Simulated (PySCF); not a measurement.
# C2H6BFN2: the cost of one run

The runs use PySCF 2.14.0, with density-fitted response routines of our own; the level of theory stands in each step. All values are computed, except where a source is named. Atoms count from 0, in the outputs and in this text.

## Step 1: The molecule as given

12 atoms, charge 0, multiplicity 1; geometry from: PBE0-D3(BJ)/def2-SVP.

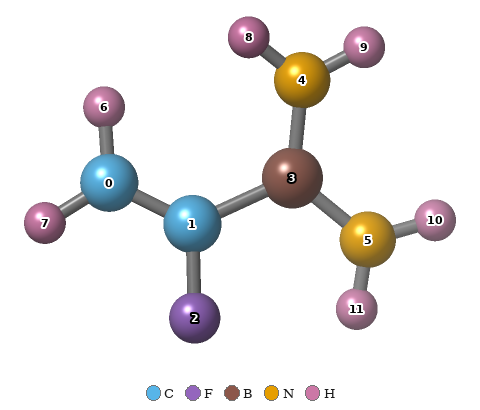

As it starts; carbon blue, fluorine purple, boron brown, nitrogen amber, hydrogen pink, atoms numbered; sticks join atoms by distance.

## Step 2: NMR shieldings: PBE0/6-31G*

What the job is given:

```
{"job": {"kind": "nmr", "xc": "PBE0", "basis": "6-31G*", "pop": true}, "charge": 0, "multiplicity": 1}
C      1.843890     0.761256    -0.429857
C      0.731567     0.100809    -0.753685
F      0.637956    -0.402322    -2.006432
B     -0.532993    -0.213942     0.149867
N     -0.662784     0.388325     1.421527
N     -1.471683    -1.118249    -0.385384
H      1.969801     1.167480     0.574669
H      2.654157     0.900392    -1.150011
H     -0.037113     1.107099     1.751080
H     -1.449894     0.229329     2.033570
H     -2.318953    -1.413963     0.076374
H     -1.321187    -1.533149    -1.293968
```

Level: GIAO PBE0/6-31G* NMR shielding, non-relativistic, gas phase.

Launch:

```
OMP_NUM_THREADS=1 python probes_run.py task.json out
```

The driver reads the jobs from task.json and runs them one after another.

Q: Estimate the wall time and peak memory of this first job on 1 thread of Arm Neoverse V1, shared host.

About 8.1 s, with a peak of 0.54 GiB.
